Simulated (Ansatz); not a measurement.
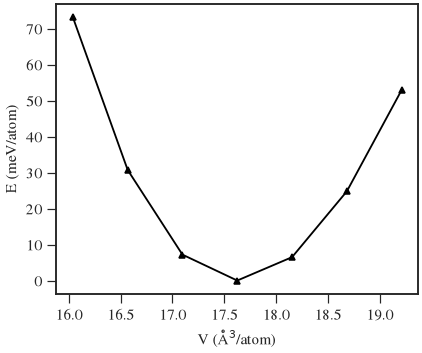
Figure: Si₂Ru in space group P4_2/mnm (No. 136; Ru on 2a, Si on 4f) under volume change, the program Ansatz at the PBE level (PAW), shape and atoms relaxed at each volume.

Problem. What does a third-order Birch–Murnaghan fit give for V₀, B₀ and B′?

Solution. V₀ = 17.62 Å³/atom, B₀ = 139 GPa, B′ = 4.4.

The start of the workflow was typed in or built on a structure type; neither database checked (COD, Materials Project) lists it. Whether it is the stable phase at ambient conditions was not checked. The cell was relaxed with PBE under the symmetry of its start; its stability against distortions is not shown here. The run is not spin-polarised. The volume moved by 21 % from the start of the relaxation.

Potentials: the later of the program's two PAW sets.
